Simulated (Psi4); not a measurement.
# H3NO (hydroxylamine): HF/3-21G

What is the vertical singlet–triplet gap of H3NO (hydroxylamine) at HF/3-21G? 

The calculation is run with Psi4 1.11.

## 1. The structure to begin with

The species is H3NO (5 atoms), meant as a singlet with charge 0. As SMILES, `NO`. The coordinates come from a PBE0-D4/def2-TZVP relaxation. This is one conformer, not always the lowest.

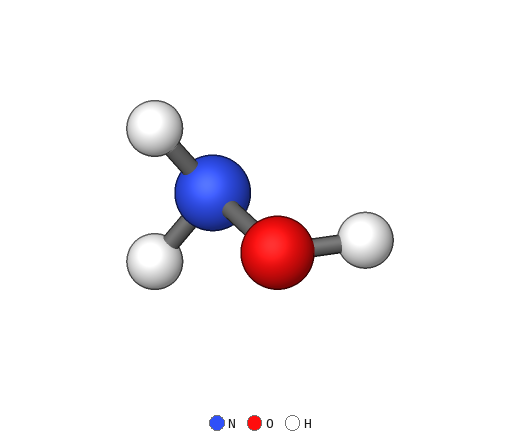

The structure, seen from a chosen angle (nitrogen blue, oxygen red, hydrogen white).

## 2. Energy and gradient at HF/3-21G

The input, run.py:

```python
import psi4

psi4.set_memory('2200 MB')
psi4.set_num_threads(1)
psi4.core.set_output_file('h3no.out', False)

molecule = psi4.geometry("""
0 1
N     -0.165120    -0.361290    -0.321170
O      0.364460     0.666040     0.508060
H     -0.162690    -1.190020     0.266770
H     -1.141650    -0.109840    -0.446210
H      1.105010     0.995100    -0.007440
units angstrom
symmetry c1
no_reorient
no_com
""")

psi4.set_options({
    'basis': '3-21G',
    'puream': True,
    'e_convergence': 1e-09,
    'd_convergence': 1e-08,
    'scf_type': 'pk',
})

e, wfn = psi4.gradient('hf', return_wfn=True)
psi4.oeprop(wfn, 'MULLIKEN_CHARGES', 'WIBERG_LOWDIN_INDICES', 'MAYER_INDICES', title='HF')
print('gradient / Eh bohr^-1')
print(e.np.round(6))
print(f'energy = {wfn.energy():.10f} Eh')
for k, v in sorted(psi4.core.scalar_variables().items()):
    print(f'{k:45s} {v:18.10f}')
```

On the command line:

```sh
$ python run.py
```

h3no.out:

```text
[...]
  Running in c1 symmetry.
[...]
  Nuclear repulsion =   39.593666393662190
[...]
  Multiplicity = 1
[...]
  Nalpha       = 9
  Nbeta        = 9
[...]
    Number of basis functions: 24
[...]
   @RHF iter   1:  -130.21128906849515   -6.13258e-01   1.16921e-02 DIIS/ADIIS
[...]
   @RHF iter  11:  -130.25441118541764   -1.98952e-13   3.26377e-09 DIIS
[...]
    Orbital Energies [Eh]
    ---------------------
    Doubly Occupied:
       1A    -20.463615     2A    -15.514347     3A     -1.390180
       4A     -1.069879     5A     -0.678441     6A     -0.652164
       7A     -0.594234     8A     -0.462449     9A     -0.404851
[...]
  @RHF Final Energy:  -130.25441118541764
   => Energetics <=
    Nuclear Repulsion Energy =             39.5936663936621898
    One-Electron Energy =                -257.2358363196531741
    Two-Electron Energy =                  87.3877587405733323
    Total Energy =                       -130.2544111854176379
[...]
 Multipole Moments:
 ------------------------------------------------------------------------------------
     Multipole            Electronic (a.u.)      Nuclear  (a.u.)        Total (a.u.)
 ------------------------------------------------------------------------------------
 L = 1.  Multiply by 2.5417464519 to convert [e a0] to [Debye]
 Dipole X            :         -3.0914539            2.9489365           -0.1425174
 Dipole Y            :         -4.9398564            4.7139785           -0.2258779
 Dipole Z            :         -3.2234837            3.0791386           -0.1443450
 Magnitude           :                                                    0.3035910
[...]
  -Total Gradient:
     Atom            X                  Y                   Z
    ------   -----------------  -----------------  -----------------
       1        0.027501541010     0.031617361149     0.010135709015
       2       -0.012618388319    -0.023567334903    -0.018391275314
       3       -0.004012405260    -0.001984367905     0.004728759015
       4       -0.005206229691    -0.000694067212     0.003872454770
       5       -0.005664517740    -0.005371591129    -0.000345647486
[...]
  Mulliken Charges: (a.u.)
   Center  Symbol    Alpha    Beta     Spin     Total
       1     N     3.73916  3.73916  0.00000 -0.47832
       2     O     4.27774  4.27774  0.00000 -0.55549
       3     H     0.34229  0.34229  0.00000  0.31541
       4     H     0.34227  0.34227  0.00000  0.31546
       5     H     0.29853  0.29853  0.00000  0.40293
   Total alpha =  9.00000, Total beta =  9.00000, Total charge =  0.00000
  Mayer Bond Indices:
[...]
```

On the terminal:

```text
gradient / Eh bohr^-1
[[ 0.027502  0.031617  0.010136]
 [-0.012618 -0.023567 -0.018391]
 [-0.004012 -0.001984  0.004729]
 [-0.005206 -0.000694  0.003872]
 [-0.005665 -0.005372 -0.000346]]
energy = -130.2544111854 Eh
CURRENT ENERGY                                   -130.2544111854
CURRENT REFERENCE ENERGY                         -130.2544111854
DD SOLVATION ENERGY                                 0.0000000000
HF KINETIC ENERGY                                 129.9524470369
HF POTENTIAL ENERGY                              -260.2068582224
HF TOTAL ENERGY                                  -130.2544111854
HF VIRIAL RATIO                                     2.0023236511
NUCLEAR REPULSION ENERGY                           39.5936663937
ONE-ELECTRON ENERGY                              -257.2358363197
PCM POLARIZATION ENERGY                             0.0000000000
PE ENERGY                                           0.0000000000
SCF ITERATION ENERGY                             -130.2544111854
SCF ITERATIONS                                     11.0000000000
SCF TOTAL ENERGY                                 -130.2544111854
TWO-ELECTRON ENERGY                                87.3877587406
```

Wall time 2 s (1 thread of Intel Xeon Platinum 8259CL at 2.50GHz (Skylake/Cascade Lake), shared host); peak memory 0.18 GiB.

## 3. The triplet: the energy at UHF/3-21G

The input, input.inp:

```
memory 2200 mb

molecule {
  0 3
  N     -0.31203158    -0.68273915    -0.60692334
  O      0.68872958     1.25863319     0.96009425
  H     -0.30743954    -2.24881188     0.50412224
  H     -2.15740583    -0.20756752    -0.84321469
  H      2.08816626     1.88046647    -0.01405956
  units au
  symmetry c1
}

set reference uhf
set puream true
set e_convergence 1e-09
set d_convergence 1e-08
set scf_type pk
set maxiter 100

e, wfn = energy('scf/3-21G', return_wfn=True)
```

On the command line:

```sh
$ psi4 -n 1 input.inp input.out
```

input.out:

```text
[...]
  Running in c1 symmetry.
[...]
  Nuclear repulsion =   39.593666455499566
[...]
  Multiplicity = 3
[...]
  Nalpha       = 10
  Nbeta        = 8
[...]
    Number of basis functions: 24
[...]
   @UHF iter   1:  -129.91816825372007   -3.20137e-01   1.56723e-02 ADIIS/DIIS
[...]
   @UHF iter  18:  -130.00027513861576   -9.09495e-13   5.38731e-09 DIIS
[...]
   @S^2 Observed:                2.017011617E+00
[...]
    Orbital Energies [Eh]
    ---------------------
    Alpha Occupied:
       1A    -20.379140     2A    -15.550320     3A     -1.407128
       4A     -1.139728     5A     -0.712105     6A     -0.699706
       7A     -0.663436     8A     -0.504618     9A     -0.435743
      10A     -0.145087
    Alpha Virtual:
      11A      0.255117    12A      0.321333    13A      0.349668
      14A      1.152982    15A      1.180922    16A      1.260823
      17A      1.361234    18A      1.425210    19A      1.521649
      20A      1.882746    21A      1.925033    22A      2.084660
      23A      2.584482    24A      3.322520
[...]
  @UHF Final Energy:  -130.00027513861576
   => Energetics <=
    Nuclear Repulsion Energy =             39.5936664554995659
    One-Electron Energy =                -257.3506543047111563
    Two-Electron Energy =                  87.7567127105958065
    Total Energy =                       -130.0002751386157911
  UHF NO Occupations:
  HONO-2 :    8  A 1.9965215
  HONO-1 :    9  A 1.0000000
  HONO-0 :   10  A 1.0000000
  LUNO+0 :   11  A 0.0034785
  LUNO+1 :   12  A 0.0025503
[...]
 Multipole Moments:
 ------------------------------------------------------------------------------------
     Multipole            Electronic (a.u.)      Nuclear  (a.u.)        Total (a.u.)
 ------------------------------------------------------------------------------------
 L = 1.  Multiply by 2.5417464519 to convert [e a0] to [Debye]
 Dipole X            :          0.0865194           -0.4672831           -0.3807637
 Dipole Y            :          0.0520539           -0.7320415           -0.6799877
 Dipole Z            :         -0.0405501           -0.4650567           -0.5056069
 Magnitude           :                                                    0.9289793
[...]
```

Wall time 2 s (1 thread of Intel Xeon Platinum 8259CL at 2.50GHz (Skylake/Cascade Lake), shared host); peak memory 0.18 GiB.

## 4. What came out

Level: HF/3-21G.

```
                                        quantity          value
                           singlet: total energy  -130.25441 Eh
                          singlet: dipole moment         0.77 D
                            singlet: HOMO energy      -11.02 eV
                            singlet: LUMO energy        7.48 eV
                          singlet: HOMO–LUMO gap       18.50 eV
               singlet: largest force on an atom     2.217 eV/Å
                           triplet: total energy  -130.00028 Eh
                          triplet: dipole moment         2.36 D
     triplet: HOMO energy (highest over α and β)       -3.95 eV
      triplet: LUMO energy (lowest over α and β)        2.90 eV
                                   triplet: ⟨S²⟩          2.017
vertical energy of the triplet above the singlet       6.915 eV
```

In words: At this shape the triplet lies 6.92 eV (667 kJ/mol) above the singlet. The largest force (singlet) is 2.22 eV/Å: the shape isn't a stationary point for this species at this level.
